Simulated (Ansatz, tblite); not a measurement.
# The cluster Zn₅Cu₂: removing and adding an electron

Aim: the energy of removing and adding an electron for the cluster Zn₅Cu₂, by energy differences, and how well orbital energies stand in for it.

The runs use Ansatz 0.2.0, Gaussian basis; as each input shows.

Plan: charge +1 doublet, at the geometry of the singlet (PBE0-D4/def2-TZVP, PBE-D4/def2-TZVP, LDA/def2-TZVP); charge -1 doublet, at the geometry of the singlet (PBE0-D4/def2-TZVPD, PBE-D4/def2-TZVPD, LDA/def2-TZVPD); the starting singlet's energies come from earlier runs.

2 further runs of the same task are left out: 2 set aside as unsound or not needed. Runs told in other sessions of the task aren't counted.

### Step 1. The geometry

The singlet was relaxed beforehand with B3LYP-D4/def2-SVP. At that level it is the lowest of the isomers that a small search found.

7 atoms, charge 0, spin multiplicity 1.

Atoms are counted from 1 here; the program's logs count them from 0.

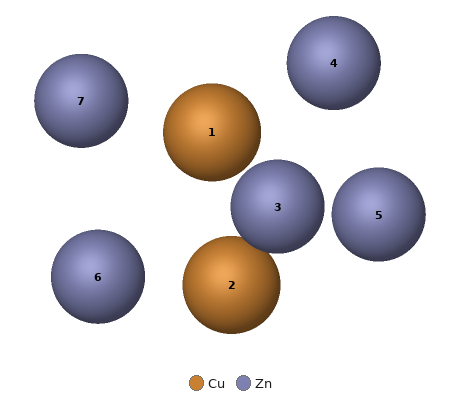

The structure; copper orange, zinc blue; atoms are numbered from 1 in the order of the file.

No spin-orbit coupling is included.

### Step 2. Charge +1 doublet at the fixed geometry, PBE0-D4/def2-TZVP

The input, in.yaml:

```yaml
crystal:
  periodic: [false, false, false]
  atoms:
    - {symbol: Cu, position_ang: [-0.401484, 0.722967, 0.169763]}
    - {symbol: Cu, position_ang: [0.917155, -1.231085, 0.263502]}
    - {symbol: Zn, position_ang: [1.058306, -0.256282, -2.026209]}
    - {symbol: Zn, position_ang: [-1.370948, 0.751785, -2.066757]}
    - {symbol: Zn, position_ang: [-1.086022, -1.688454, -1.140584]}
    - {symbol: Zn, position_ang: [1.211587, -0.256405, 2.498861]}
    - {symbol: Zn, position_ang: [-0.328594, 1.957474, 2.301434]}
basis:
  gaussian: {orbitals: def2-TZVP}
total_charge: 1
magnetization: {spin_polarized: true, initial_magnetization: 1}
hamiltonian: {xc: pbe0, dispersion: d4}
scf: {omitted_lower_state_checks: [starts]}
output: {orbitals: {seedname: orbitals}}
```

Run with:

```
$ ansatz run in.yaml --threads 4 --pin off --events-out ev --progress --plain --max-ram 8704MiB
```

What it wrote:

```text
Functional definition: PBE0
  name "PBE0"
  cite "Adamo & Barone, J. Chem. Phys. 110, 6158 (1999) doi:10.1063/1.478522"
  cite "Perdew, Burke & Ernzerhof, Phys. Rev. Lett. 77, 3865 (1996) doi:10.1103/PhysRevLett.77.3865"
  parent pbe
  parameter a = 0.25
  parameter kappa = 0.804
  parameter beta = 0.06672455060314922
  exchange = (1 - a)*pbe_x(kappa = kappa, mu = beta*pi^2/3) + a*exact_x
  correlation = pbe_c(beta = beta)
these checks for a lower state are left out or cut short: starts
2991 factors; integrals over basis functions are off by at most 3.5e-4 eV
mean field evaluation 1: about -331276.0443 eV, gradient 1.5e2 eV
mean field evaluation 2: about -328706.6431 eV, gradient 5.9e2 eV
mean field evaluation 4: about -331311.4344 eV, gradient 8.2e1 eV
mean field evaluation 8: about -331316.6910 eV, gradient 7.9e1 eV
mean field evaluation 16: about -331330.0505 eV, gradient 2.6e-5 eV
mean field -331330.05050319 eV, -12176.1547724177 hartree, gradient 4.6e-5 eV, S^2 0.763660; 0 other end points of the search recorded, 0 dependent functions left out
reference -331330.05054034 eV, -12176.1547737830 hartree; 104, 103 occupied and 226, 227 virtual orbitals, 2991 factors
Total energy: -331330.39090280 eV, -12176.1672818727 hartree
Checks for a lower state left out: starts
```

Wall time 1.9 min (4 threads of Arm Neoverse N1, shared host); peak memory 3 GiB.

From the report: HOMO -9.27 eV, LUMO -7.60 eV (over both spins); ⟨S²⟩ 0.764 (pure: 0.75).

### Step 3. Charge +1 doublet at the fixed geometry, PBE-D4/def2-TZVP

start.molden holds the orbitals of an earlier run on this state, given as this run's starting guess.

in.yaml: that of step 2 with these lines changed.

```diff
@@ -11,6 +11,6 @@
 basis:
-  gaussian: {orbitals: def2-TZVP}
+  gaussian: {orbitals: def2-TZVP, initial_orbitals: start.molden}
 total_charge: 1
 magnetization: {spin_polarized: true, initial_magnetization: 1}
-hamiltonian: {xc: pbe0, dispersion: d4}
+hamiltonian: {xc: pbe, dispersion: d4}
 scf: {omitted_lower_state_checks: [starts]}
```

Same command.

What it wrote:

```text
Functional definition: PBE
  name "PBE"
  cite "Perdew, Burke & Ernzerhof, Phys. Rev. Lett. 77, 3865 (1996) doi:10.1103/PhysRevLett.77.3865"
  parent pbe
  parameter kappa = 0.804
  parameter beta = 0.06672455060314922
  exchange = pbe_x(kappa = kappa, mu = beta*pi^2/3)
  correlation = pbe_c(beta = beta)
these checks for a lower state are left out or cut short: starts
3206 factors; their error is unknown
mean field evaluation 1: about -331328.2842 eV, gradient 1.4e1 eV
mean field evaluation 2: about -331328.8393 eV, gradient 6.1e-1 eV
mean field evaluation 4: about -331328.7542 eV, gradient 4.3e-2 eV
mean field evaluation 8: about -331328.7542 eV, gradient 2.5e-4 eV
mean field -331328.75424165 eV, -12176.1071356850 hartree, gradient 2.7e-5 eV, S^2 0.754360; 0 other end points of the search recorded, 0 dependent functions left out
reference -331328.75429217 eV, -12176.1071375413 hartree; 104, 103 occupied and 226, 227 virtual orbitals, 3206 factors
Total energy: -331329.14673413 eV, -12176.1215595173 hartree
Checks for a lower state left out: starts
```

Wall time 41 s (4 threads of Arm Neoverse N1, shared host); peak memory 1.1 GiB.

Report: HOMO -8.84 eV, LUMO -8.47 eV (over both spins); ⟨S²⟩ 0.754 (pure: 0.75).

### Step 4. Charge +1 doublet at the fixed geometry, LDA/def2-TZVP

in.yaml: that of step 3 with these lines changed.

```diff
@@ -14,3 +14,3 @@
 magnetization: {spin_polarized: true, initial_magnetization: 1}
-hamiltonian: {xc: pbe, dispersion: d4}
+hamiltonian: {xc: lda}
 scf: {omitted_lower_state_checks: [starts]}
```

Same command.

What it wrote:

```text
Functional definition: SPW92
  name "SPW92"
  cite "Dirac, Proc. Camb. Phil. Soc. 26, 376 (1930) doi:10.1017/S0305004100016108"
  cite "Slater, Phys. Rev. 81, 385 (1951) doi:10.1103/PhysRev.81.385"
  cite "Perdew & Wang, Phys. Rev. B 45, 13244 (1992) doi:10.1103/PhysRevB.45.13244"
  exchange = slater_x
  correlation = pw_c
these checks for a lower state are left out or cut short: starts
3206 factors; their error is unknown
mean field evaluation 1: about -330834.6207 eV, gradient 3.3e1 eV
mean field evaluation 2: about -330835.4934 eV, gradient 1.3e0 eV
mean field evaluation 4: about -330835.4320 eV, gradient 9.1e-2 eV
mean field evaluation 8: about -330835.4321 eV, gradient 1.4e-5 eV
mean field -330835.43211319 eV, -12157.9778818497 hartree, gradient 1.4e-5 eV, S^2 0.751956; 0 other end points of the search recorded, 0 dependent functions left out
reference -330835.43216133 eV, -12157.9778836188 hartree; 104, 103 occupied and 226, 227 virtual orbitals, 3206 factors
Total energy: -330835.43216133 eV, -12157.9778836188 hartree
Checks for a lower state left out: starts
```

Wall time 20 s (4 threads of Arm Neoverse N1, shared host); peak memory 1.1 GiB.

HOMO -9.08 eV, LUMO -8.82 eV (over both spins); ⟨S²⟩ 0.752 (pure: 0.75).

### Step 5. Vertical ionisation energy

Charged state less starting state, singlet to doublet; the starting state's energies are those of its earlier runs.

| level | vertical ionisation energy (eV) | time |
| --- | --- | --- |
| LDA/def2-TZVP | +6.81 | 30 s |
| PBE-D4/def2-TZVP | +6.52 | 59 s |
| PBE0-D4/def2-TZVP | +6.28 | 3 min |

Times add the two runs; a level without a time comes out of a correlated run.

Beside −ε(HOMO) of the starting state:

| level | −ε(HOMO) (eV) | by difference (eV) | mismatch (eV) |
| --- | --- | --- | --- |
| LDA/def2-TZVP | 4.82 | 6.81 | -1.99 |
| PBE-D4/def2-TZVP | 4.57 | 6.52 | -1.94 |
| PBE0-D4/def2-TZVP | 4.96 | 6.28 | -1.32 |

### Step 6. Charge -1 doublet at the fixed geometry, PBE0-D4/def2-TZVPD

in.yaml: that of step 4 with these lines changed.

```diff
@@ -11,6 +11,6 @@
 basis:
-  gaussian: {orbitals: def2-TZVP, initial_orbitals: start.molden}
-total_charge: 1
+  gaussian: {orbitals: def2-TZVPD}
+total_charge: -1
 magnetization: {spin_polarized: true, initial_magnetization: 1}
-hamiltonian: {xc: lda}
+hamiltonian: {xc: pbe0, dispersion: d4}
 scf: {omitted_lower_state_checks: [starts]}
```

Launched as before.

What it wrote, cut to the lines that bear on the results:

```text
Functional definition: PBE0
  name "PBE0"
  cite "Adamo & Barone, J. Chem. Phys. 110, 6158 (1999) doi:10.1063/1.478522"
  cite "Perdew, Burke & Ernzerhof, Phys. Rev. Lett. 77, 3865 (1996) doi:10.1103/PhysRevLett.77.3865"
  parent pbe
[...]
3051 factors; integrals over basis functions are off by at most 3.4e-4 eV
[...]
mean field -331337.61108043 eV, -12176.4326185066 hartree, gradient 1.9e-5 eV, S^2 0.768177; 0 other end points of the search recorded, 0 dependent functions left out
reference -331337.61112568 eV, -12176.4326201693 hartree; 105, 104 occupied and 246, 247 virtual orbitals, 3051 factors
Total energy: -331337.96220235 eV, -12176.4455219992 hartree
Checks for a lower state left out: starts
```

It took 2.6 min on 4 threads of Arm Neoverse N1, shared host; peak memory 3.3 GiB.

HOMO -0.14 eV, LUMO 1.22 eV (over both spins); ⟨S²⟩ 0.768 (pure: 0.75).

### Step 7. Charge -1 doublet at the fixed geometry, PBE-D4/def2-TZVPD

in.yaml: that of step 6 with these lines changed.

```diff
@@ -11,6 +11,6 @@
 basis:
-  gaussian: {orbitals: def2-TZVPD}
+  gaussian: {orbitals: def2-TZVPD, initial_orbitals: start.molden}
 total_charge: -1
 magnetization: {spin_polarized: true, initial_magnetization: 1}
-hamiltonian: {xc: pbe0, dispersion: d4}
+hamiltonian: {xc: pbe, dispersion: d4}
 scf: {omitted_lower_state_checks: [starts]}
```

Launched as before.

What it wrote:

```text
Functional definition: PBE
  name "PBE"
  cite "Perdew, Burke & Ernzerhof, Phys. Rev. Lett. 77, 3865 (1996) doi:10.1103/PhysRevLett.77.3865"
  parent pbe
  parameter kappa = 0.804
  parameter beta = 0.06672455060314922
  exchange = pbe_x(kappa = kappa, mu = beta*pi^2/3)
  correlation = pbe_c(beta = beta)
these checks for a lower state are left out or cut short: starts
3258 factors; their error is unknown
mean field evaluation 1: about -331336.2941 eV, gradient 1.4e1 eV
mean field evaluation 2: about -331336.8634 eV, gradient 7.0e-1 eV
mean field evaluation 4: about -331336.6873 eV, gradient 9.1e-2 eV
mean field evaluation 8: about -331336.6875 eV, gradient 2.0e-5 eV
mean field -331336.68752249 eV, -12176.3986783782 hartree, gradient 2.0e-5 eV, S^2 0.756995; 0 other end points of the search recorded, 0 dependent functions left out
reference -331336.68758252 eV, -12176.3986805842 hartree; 105, 104 occupied and 246, 247 virtual orbitals, 3258 factors
Total energy: -331337.09235124 eV, -12176.4135555606 hartree
Checks for a lower state left out: starts
```

It took 54 s on 4 threads of Arm Neoverse N1, shared host; peak memory 1.3 GiB.

HOMO 0.28 eV, LUMO 0.73 eV (over both spins); ⟨S²⟩ 0.757 (pure: 0.75). Doubts: highest occupied level lies above zero.

### Step 8. Charge -1 doublet at the fixed geometry, LDA/def2-TZVPD

in.yaml: that of step 7 with these lines changed.

```diff
@@ -14,3 +14,3 @@
 magnetization: {spin_polarized: true, initial_magnetization: 1}
-hamiltonian: {xc: pbe, dispersion: d4}
+hamiltonian: {xc: lda}
 scf: {omitted_lower_state_checks: [starts]}
```

The command is unchanged.

What it wrote:

```text
Functional definition: SPW92
  name "SPW92"
  cite "Dirac, Proc. Camb. Phil. Soc. 26, 376 (1930) doi:10.1017/S0305004100016108"
  cite "Slater, Phys. Rev. 81, 385 (1951) doi:10.1103/PhysRev.81.385"
  cite "Perdew & Wang, Phys. Rev. B 45, 13244 (1992) doi:10.1103/PhysRevB.45.13244"
  exchange = slater_x
  correlation = pw_c
these checks for a lower state are left out or cut short: starts
3258 factors; their error is unknown
mean field evaluation 1: about -330843.0934 eV, gradient 3.3e1 eV
mean field evaluation 2: about -330843.9836 eV, gradient 1.3e0 eV
mean field evaluation 4: about -330843.8362 eV, gradient 1.5e-1 eV
mean field evaluation 8: about -330843.8372 eV, gradient 5.2e-5 eV
mean field -330843.83718515 eV, -12158.2867625469 hartree, gradient 2.0e-5 eV, S^2 0.752981; 0 other end points of the search recorded, 0 dependent functions left out
reference -330843.83724033 eV, -12158.2867645749 hartree; 105, 104 occupied and 246, 247 virtual orbitals, 3258 factors
Total energy: -330843.83724033 eV, -12158.2867645749 hartree
Checks for a lower state left out: starts
```

Wall time 28 s (4 threads of Arm Neoverse N1, shared host); peak memory 1.3 GiB.

Report: HOMO 0.16 eV, LUMO 0.48 eV (over both spins); ⟨S²⟩ 0.753 (pure: 0.75). Doubts: highest occupied level lies above zero.

### Step 9. Vertical electron affinity

Starting state less charged state (positive: the electron is bound), singlet to doublet; the starting state's energies are those of its earlier runs.

| level | vertical electron affinity (eV) | time |
| --- | --- | --- |
| LDA/def2-TZVPD | +1.57 | 42 s |
| PBE-D4/def2-TZVPD | +1.41 | 82 s |
| PBE0-D4/def2-TZVPD | +1.27 | 3.5 min |

Times add the two runs; a level without a time comes out of a correlated run.

Beside −ε(LUMO) of the starting state:

| level | −ε(LUMO) (eV) | by difference (eV) | mismatch (eV) |
| --- | --- | --- | --- |
| LDA/def2-TZVPD | 3.36 | 1.57 | +1.78 |
| PBE-D4/def2-TZVPD | 3.12 | 1.41 | +1.71 |
| PBE0-D4/def2-TZVPD | 2.41 | 1.27 | +1.13 |

### Step 10. Outcome

```
                                             quantity                            value
 vertical ionisation energy, functionals in def2-TZVP  6.28 (PBE0-D4) to 6.81 eV (LDA)
vertical electron affinity, functionals in def2-TZVPD  1.27 (PBE0-D4) to 1.57 eV (LDA)
```

**Reading.** The vertical ionisation energy spans 6.28 to 6.81 eV over the functionals. −ε(HOMO) misses the level's own difference by -1.32 eV at best (PBE0-D4) and -1.99 eV at worst (LDA). The vertical electron affinity spans 1.27 to 1.57 eV over the functionals. −ε(LUMO) misses the level's own difference by +1.13 eV at best (PBE0-D4) and +1.78 eV at worst (LDA). The charged states' spins were chosen beforehand and needn't be their lowest.

The anion's highest level is positive in at least one run, so there the basis alone may hold the extra electron.
